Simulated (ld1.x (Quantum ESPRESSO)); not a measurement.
Run report: Dy, pseudopotential generation

Dysprosium (Dy, Z = 66), core [Kr] 4d10, reference valence 4f9 5s2 5p6 5d0 6s0 6p0 (an ion of charge +3), valence charge 20. Computed at this level: ultrasoft potential, PBE, scalar-relativistic, made with ld1.x (Quantum ESPRESSO) 7.5.

**Key numbers**

- outcome: generated, but the overlap operator is not positive, so unusable; the Bessel test doesn't meet the 5p level; ld1.x warns of wrong node counts
- configuration tests: test run stopped at test 1 of 7 (negative rho)
- lowest eigenvalue of the overlap operator S in a Bessel basis (separate test): -3.2 (d channel); it is negative, so in a basis up to 400 Ry S is not positive definite
- range over which the phases arctan(r u′/u) at the test radius agree within 0.05 rad (a looser test near the poles than one of phase shifts): s: not judged, since its reference level lies on a steep step; p: not judged, since its reference level lies on a steep step; d: over the whole range computed; f: up to about -1.0 Ry
- hardware: 1 CPU thread, shared host
- wall time: 1.5 s

**Remarks**

In the reference test the empty 6s level comes out at −1.505 Ry against −1.698 Ry all-electron. In the spherical-Bessel test 5p stands at −4.915 Ry at the top cutoff of 400 Ry against −3.942 Ry all-electron; 4f stands at −2.761 Ry at the top cutoff of 400 Ry against −2.549 Ry all-electron. No cutoff can be given, and the search for ghost states has no verdict. The s and d channels couldn't be tested for ghost states or cutoffs, since the overlap operator isn't positive definite there. ld1.x warns that it found 2 nodes in place of 1 for 6p. It picks states by counting nodes, so it can end on another state than the one meant. The reference test prints no difference at all for 6p, which can mean that ld1.x kept the all-electron value without solving for the state; the Bessel test puts 6p at −1.1997 Ry against −1.2823 Ry.

**Input**
```
 &input
   title='Dy', zed=66., rel=1, dft='PBE', iswitch=3,
   config='[Xe] 4f9 5d0 6s0 6p0',
   nld=4, rlderiv=3.00, eminld=-8.0, emaxld=5.0, deld=0.04
 /
 &inputp
   pseudotype=3, tm=.true., lloc=-1, rcloc=1.70,
   nlcc=.true.,
   file_pseudopw='Dy.UPF', file_wfcaegen='ae.wfc', file_wfcncgen='nc.wfc', file_beta='beta', file_chi='chi', file_wfcusgen='us.wfc'
 /
8
5S  1  0   2.00   0.00  1.90  2.30  0.0
6S  2  0   0.00   0.00  1.90  2.30  0.0
5P  2  1   6.00   0.00  2.25  2.75  0.0
6P  3  1   0.00   0.00  2.25  2.75  0.0
5D  3  2   0.00   0.00  1.55  2.00  0.0
5D  3  2   0.00   2.40  1.55  2.00  0.0
4F  4  3   9.00   0.00  1.20  1.55  0.0
4F  4  3   0.00  -0.40  1.20  1.55  0.0
 &test
   configts(1)='4f9 5s2 5p6 5d0 6s0 6p0'
 /
```

**Input of the test run**
```
 &input
   title='Dy', zed=66., rel=1, dft='PBE', iswitch=2,
   config='[Xe] 4f9 5d0 6s0 6p0'
 /
 &test
   file_pseudo='Dy.UPF', nconf=8,
   configts(1)='4f9 5s2 5p6 5d0 6s0 6p0',
   configts(2)='4f10 5s2 5p6 5d0 6s2 6p0',
   configts(3)='4f10 5s2 5p6 5d0 6s1 6p0',
   configts(4)='4f10 5s2 5p6 5d0 6s0 6p0',
   configts(5)='4f10 5s1 5p6 5d0 6s2 6p0',
   configts(6)='4f9 5s2 5p6 5d1 6s1 6p0',
   configts(7)='4f10 5s2 5p6 5d1 6s0 6p0',
   configts(8)='4f11 5s2 5p6 5d0 6s0 6p0'
 /
```

Run as:
```bash
ld1.x < Dy.in > Dy.out
```

**The program's output**
```
     Program LD1 v.7.5
     --------------------------- All-electron run ----------------------------

     Dy
     scalar relativistic calculation

     atomic number is 66.00
     dft =PBE   lsd =0 sic =0 latt =0  beta=0.20 tr2=1.0E-14
     Exchange-correlation= PBE
                           (   1   4   3   4   0   0   0)
     mesh =1265 r(mesh) = 100.51885 a.u. xmin = -7.00 dx = 0.01250
     1 Ry =  13.60569312 eV, c = 137.03599908

     n l     nl                  e(Ry)          e(Ha)          e(eV)
     1 0     1S 1( 2.00)     -3946.5140     -1973.2570    -53695.0584
     2 0     2S 1( 2.00)      -659.1881      -329.5941     -8968.7115
     2 1     2P 1( 6.00)      -585.1054      -292.5527     -7960.7648
     3 0     3S 1( 2.00)      -148.6400       -74.3200     -2022.3500
     3 1     3P 1( 6.00)      -125.9025       -62.9512     -1712.9905
     4 0     4S 1( 2.00)       -31.3378       -15.6689      -426.3727
     4 1     4P 1( 6.00)       -23.8451       -11.9226      -324.4293
     3 2     3D 1(10.00)       -96.6825       -48.3412     -1315.4320
     5 0     5S 1( 2.00)        -5.7551        -2.8776       -78.3025
     5 1     5P 1( 6.00)        -3.9415        -1.9708       -53.6271
     4 2     4D 1(10.00)       -13.6435        -6.8218      -185.6293
     4 3     4F 1( 9.00)        -2.5493        -1.2747       -34.6853
     5 2     5D 1( 0.00)        -1.8271        -0.9136       -24.8596
     6 0     6S 1( 0.00)        -1.6982        -0.8491       -23.1055
     6 1     6P 1( 0.00)        -1.2823        -0.6412       -17.4467

     final scf error:  6.2E-15 reached in  32 iterations

     Etot =  -24311.316641 Ry,  -12155.658320 Ha, -330772.313629 eV

     Ekin =   26231.890180 Ry,   13115.945090 Ha,  356903.047820 eV
     Encl =  -59349.752805 Ry,  -29674.876403 Ha, -807494.523591 eV
     Eh   =    9330.524310 Ry,    4665.262155 Ha,  126948.250440 eV
     Exc  =    -523.978325 Ry,    -261.989163 Ha,   -7129.088298 eV

     normalization and overlap integrals

     s(1S/1S) =  1.000000  <r> =   0.0211  <r2> =    0.0006  r(max) =   0.0134
     s(2S/2S) =  1.000000  <r> =   0.0898  <r2> =    0.0095  r(max) =   0.0760
     s(2P/2P) =  1.000000  <r> =   0.0795  <r2> =    0.0077  r(max) =   0.0614
     s(3S/3S) =  1.000000  <r> =   0.2345  <r2> =    0.0628  r(max) =   0.2145
     s(3P/3P) =  1.000000  <r> =   0.2334  <r2> =    0.0631  r(max) =   0.2118
     s(4S/4S) =  1.000000  <r> =   0.5294  <r2> =    0.3163  r(max) =   0.4955
     s(4P/4P) =  1.000000  <r> =   0.5608  <r2> =    0.3577  r(max) =   0.5145
     s(3D/3D) =  1.000000  <r> =   0.2121  <r2> =    0.0528  r(max) =   0.1734
     s(5S/5S) =  1.000000  <r> =   1.2741  <r2> =    1.8229  r(max) =   1.1449
     s(5P/5P) =  1.000000  <r> =   1.4784  <r2> =    2.4707  r(max) =   1.2974
     s(4D/4D) =  1.000000  <r> =   0.6077  <r2> =    0.4285  r(max) =   0.5341
     s(4F/4F) =  1.000000  <r> =   0.8057  <r2> =    0.8421  r(max) =   0.5341
     s(5D/5D) =  1.000000  <r> =   2.1184  <r2> =    5.1628  r(max) =   1.7513
     s(6S/6S) =  1.000000  <r> =   3.0261  <r2> =   10.1837  r(max) =   2.8161
     s(6P/6P) =  1.000000  <r> =   3.5787  <r2> =   14.2815  r(max) =   3.3130

     ------------------------ End of All-electron run ------------------------

     --------------------- Generating US pseudopotential ---------------------

      Generating local potential from pseudized AE potential:
      Matching radius rcloc =   1.7000

      Local pseudo, rcloc= 1.708 Estimated cut-off energy=     8.06 Ry

      Computing core charge for nlcc:

       r > 0.76 : true rho core
       r < 0.76 : rho core = a sin(br)/r    a=  51.68  b=   3.46

      Integrated core pseudo-charge :  15.39

      Wfc   5S  rcut= 1.888  Using Troullier-Martins method
      Wfc-us  5S rcutus= 2.306  Estimated cut-off energy=    10.76 Ry

      Wfc   6S  rcut= 1.888  Using Troullier-Martins method
      Wfc-us  6S rcutus= 2.306  Estimated cut-off energy=    22.12 Ry

      Wfc   5P  rcut= 2.249  Using Troullier-Martins method
      Wfc-us  5P rcutus= 2.747  Estimated cut-off energy=    11.74 Ry

      Wfc   6P  rcut= 2.249  Using Troullier-Martins method
      Wfc-us  6P rcutus= 2.747  Estimated cut-off energy=     9.13 Ry

      Wfc   5D  rcut= 1.545  Using Troullier-Martins method
      Wfc-us  5D rcutus= 1.984  Estimated cut-off energy=    28.63 Ry

      Wfc   5D  rcut= 1.545  Using Troullier-Martins method
      Wfc-us  5D rcutus= 1.984  Estimated cut-off energy=    48.86 Ry

      Wfc   4F  rcut= 1.204  Using Troullier-Martins method
      Wfc-us  4F rcutus= 1.545  Estimated cut-off energy=    67.35 Ry

      Wfc   4F  rcut= 1.204  Using Troullier-Martins method
      Wfc-us  4F rcutus= 1.545  Estimated cut-off energy=    56.70 Ry

     ------------------- End of pseudopotential generation -------------------

     --------------------------- All-electron run ----------------------------

     Dy
     scalar relativistic calculation

     atomic number is 66.00
     dft =PBE   lsd =0 sic =0 latt =0  beta=0.20 tr2=1.0E-14
     Exchange-correlation= PBE
                           (   1   4   3   4   0   0   0)
     mesh =1265 r(mesh) = 100.51885 a.u. xmin = -7.00 dx = 0.01250
     1 Ry =  13.60569312 eV, c = 137.03599908

     n l     nl                  e(Ry)          e(Ha)          e(eV)
     1 0     1S 1( 2.00)     -3946.5140     -1973.2570    -53695.0584
     2 0     2S 1( 2.00)      -659.1881      -329.5941     -8968.7115
     2 1     2P 1( 6.00)      -585.1054      -292.5527     -7960.7648
     3 0     3S 1( 2.00)      -148.6400       -74.3200     -2022.3500
     3 1     3P 1( 6.00)      -125.9025       -62.9512     -1712.9905
     4 0     4S 1( 2.00)       -31.3378       -15.6689      -426.3727
     4 1     4P 1( 6.00)       -23.8451       -11.9226      -324.4293
     3 2     3D 1(10.00)       -96.6825       -48.3412     -1315.4320
     5 0     5S 1( 2.00)        -5.7551        -2.8776       -78.3025
     5 1     5P 1( 6.00)        -3.9415        -1.9708       -53.6271
     4 2     4D 1(10.00)       -13.6435        -6.8218      -185.6293
     4 3     4F 1( 9.00)        -2.5493        -1.2747       -34.6853
     5 2     5D 1( 0.00)        -1.8271        -0.9136       -24.8596
     6 0     6S 1( 0.00)        -1.6982        -0.8491       -23.1055
     6 1     6P 1( 0.00)        -1.2823        -0.6412       -17.4467

     final scf error:  6.2E-15 reached in  32 iterations

     Etot =  -24311.316641 Ry,  -12155.658320 Ha, -330772.313629 eV

     Ekin =   26231.890180 Ry,   13115.945090 Ha,  356903.047820 eV
     Encl =  -59349.752805 Ry,  -29674.876403 Ha, -807494.523591 eV
     Eh   =    9330.524310 Ry,    4665.262155 Ha,  126948.250440 eV
     Exc  =    -523.978325 Ry,    -261.989163 Ha,   -7129.088298 eV

     normalization and overlap integrals

     s(1S/1S) =  1.000000  <r> =   0.0211  <r2> =    0.0006  r(max) =   0.0134
     s(2S/2S) =  1.000000  <r> =   0.0898  <r2> =    0.0095  r(max) =   0.0760
     s(2P/2P) =  1.000000  <r> =   0.0795  <r2> =    0.0077  r(max) =   0.0614
     s(3S/3S) =  1.000000  <r> =   0.2345  <r2> =    0.0628  r(max) =   0.2145
     s(3P/3P) =  1.000000  <r> =   0.2334  <r2> =    0.0631  r(max) =   0.2118
     s(4S/4S) =  1.000000  <r> =   0.5294  <r2> =    0.3163  r(max) =   0.4955
     s(4P/4P) =  1.000000  <r> =   0.5608  <r2> =    0.3577  r(max) =   0.5145
     s(3D/3D) =  1.000000  <r> =   0.2121  <r2> =    0.0528  r(max) =   0.1734
     s(5S/5S) =  1.000000  <r> =   1.2741  <r2> =    1.8229  r(max) =   1.1449
     s(5P/5P) =  1.000000  <r> =   1.4784  <r2> =    2.4707  r(max) =   1.2974
     s(4D/4D) =  1.000000  <r> =   0.6077  <r2> =    0.4285  r(max) =   0.5341
     s(4F/4F) =  1.000000  <r> =   0.8057  <r2> =    0.8421  r(max) =   0.5341
     s(5D/5D) =  1.000000  <r> =   2.1184  <r2> =    5.1628  r(max) =   1.7513
     s(6S/6S) =  1.000000  <r> =   3.0261  <r2> =   10.1837  r(max) =   2.8161
     s(6P/6P) =  1.000000  <r> =   3.5787  <r2> =   14.2815  r(max) =   3.3130

     ------------------------ End of All-electron run ------------------------

     Computing logarithmic derivative in   3.01655

       Warning: n=3, l=1 expected 1 nodes, found 2
       Setting wfc to zero for this iteration
       (This warning will only be printed once per wavefunction)

       Zero norm: self consistency problem; state:  6 (l=  1, j=0.0)
     Computing logarithmic derivative in   3.01655
     Computing the partial wave expansion
     R is outside the sphere for l=    0 j= 0.00
     R is outside the sphere for l=    0 j= 0.00
     R is outside the sphere for l=    1 j= 0.00
     R is outside the sphere for l=    1 j= 0.00
     R is outside the sphere for l=    2 j= 0.00
     R is outside the sphere for l=    2 j= 0.00
     R is outside the sphere for l=    3 j= 0.00
     R is outside the sphere for l=    3 j= 0.00

     ---------------------- Testing the pseudopotential ----------------------

     Dy
     scalar relativistic calculation

     atomic number is 66.00   valence charge is 20.00
     dft =PBE   lsd =0 sic =0 latt =0  beta=0.20 tr2=1.0E-14
     mesh =1265 r(mesh) = 100.51885 xmin = -7.00 dx = 0.01250

     n l     nl             e AE (Ry)        e PS (Ry)    De AE-PS (Ry)
     4 3     4F   1( 9.00)       -2.54933       -2.54933        0.00000
     1 0     5S   1( 2.00)       -5.75513       -5.75513       -0.00000
     2 1     5P   1( 6.00)       -3.94152       -3.94152       -0.00000
     3 2     5D   1( 0.00)       -1.82714       -1.82715        0.00000
     2 0     6S   1( 0.00)       -1.69822       -1.50540       -0.19283  !
     3 1     6P   1( 0.00)       -1.28231       -1.28231        0.00000

     eps = 6.1E-18  iter =  4

     Etot =  -24311.316641 Ry,  -12155.658320 Ha, -330772.313629 eV
     Etotps =  -334.717468 Ry,    -167.358734 Ha,   -4554.063147 eV

     Ekin =      44.389526 Ry,      22.194763 Ha,     603.950270 eV
     Encl =    -619.026023 Ry,    -309.513011 Ha,   -8422.278102 eV
     Ehrt =     238.352194 Ry,     119.176097 Ha,    3242.946808 eV
     Ecxc =     -82.981663 Ry,     -41.490831 Ha,   -1129.023042 eV
     (Ecc =     -43.058472 Ry,     -21.529236 Ha,    -585.840360 eV)
     Epseu=      84.548498 Ry,      42.274249 Ha,    1150.340919 eV

     ---------------------- End of pseudopotential test ----------------------
```

**Output of the test run (extracts)**
```
     ---------------------- Testing the pseudopotential ----------------------

     Dy
     scalar relativistic calculation

     atomic number is 66.00   valence charge is 20.00
     dft =PBE   lsd =0 sic =0 latt =0  beta=0.20 tr2=1.0E-14
     mesh =1265 r(mesh) = 100.51885 xmin = -7.00 dx = 0.01250

     n l     nl             e AE (Ry)        e PS (Ry)    De AE-PS (Ry)
     4 3     4F   1( 9.00)       -2.54933       -2.54933        0.00000
     1 0     5S   1( 2.00)       -5.75513       -5.75513       -0.00000
     2 1     5P   1( 6.00)       -3.94152       -3.94152       -0.00000
     3 2     5D   1( 0.00)       -1.82714       -1.82715        0.00000
     2 0     6S   1( 0.00)       -1.69822       -1.50540       -0.19283  !
     3 1     6P   1( 0.00)       -1.28231       -1.28231        0.00000

     eps = 5.4E-18  iter =  4

     Etot =  -24311.316641 Ry,  -12155.658320 Ha, -330772.313629 eV
     Etotps =  -334.717468 Ry,    -167.358734 Ha,   -4554.063147 eV

     Ekin =      44.389526 Ry,      22.194763 Ha,     603.950270 eV
     Encl =    -619.026023 Ry,    -309.513011 Ha,   -8422.278102 eV
     Ehrt =     238.352194 Ry,     119.176097 Ha,    3242.946808 eV
     Ecxc =     -82.981663 Ry,     -41.490831 Ha,   -1129.023042 eV
     (Ecc =     -43.058472 Ry,     -21.529236 Ha,    -585.840360 eV)
     Epseu=      84.548498 Ry,      42.274249 Ha,    1150.340919 eV

     ---------------------- End of pseudopotential test ----------------------
```

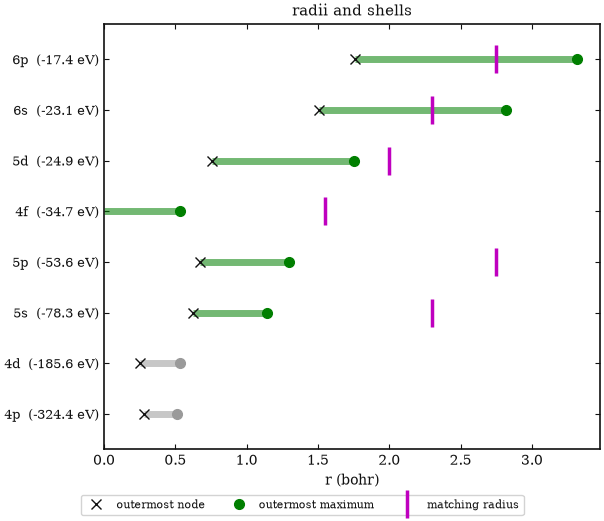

Outer shells of the all-electron reference atom: each bar runs from the outermost node (or the nucleus) to the outermost maximum of u(r); the tick is the radius chosen for the pseudo-wave. Shells without a tick have no pseudo-wave of their own. Levels, nodes and maxima are from ld1.x, scalar-relativistic.

- Radii against the shells: 5s: 2.30 bohr, outside the maximum; 5p: 2.75 bohr, outside the maximum; 4f: 1.55 bohr, outside the maximum; 5d: 2.00 bohr, outside the maximum; 6s: 2.30 bohr, between node and maximum; 6p: 2.75 bohr, between node and maximum. In the spherical-Bessel test 5p stands at −4.915 Ry at the top cutoff of 400 Ry against −3.942 Ry all-electron; 4f stands at −2.761 Ry at the top cutoff of 400 Ry against −2.549 Ry all-electron. No cutoff can be given, and the search for ghost states has no verdict. The s and d channels couldn't be tested for ghost states or cutoffs, since the overlap operator isn't positive definite there.

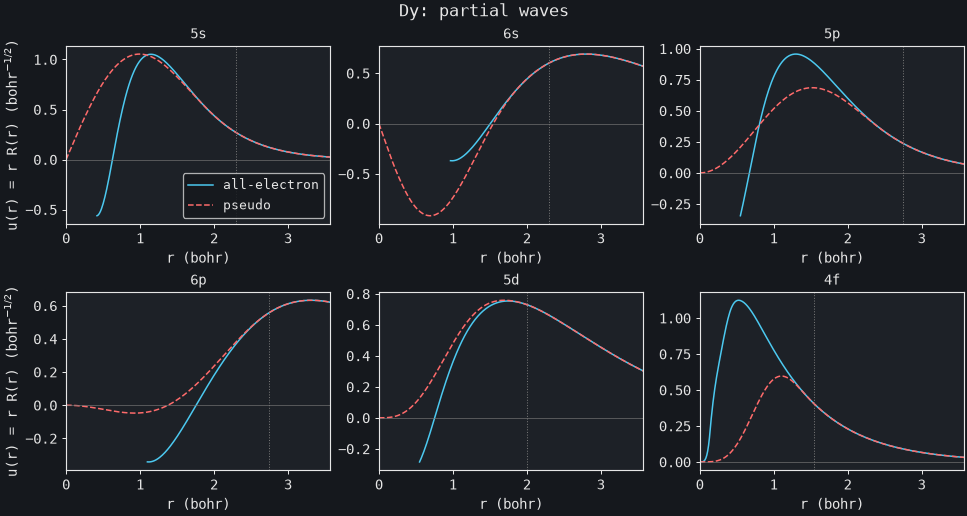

All-electron valence functions (solid) with their pseudo partners (dashed). Dotted lines mark the matching radii. The innermost oscillations of some all-electron curves aren't drawn. Pseudo-waves: 5s has no node; 6s has a node at about 1.5 bohr; 5p has no node; 6p has a node at about 1.4 bohr; 5d has no node; 4f has no node. A node in 6s and 6p is allowed, since a lower shell of the same l is also in the valence.
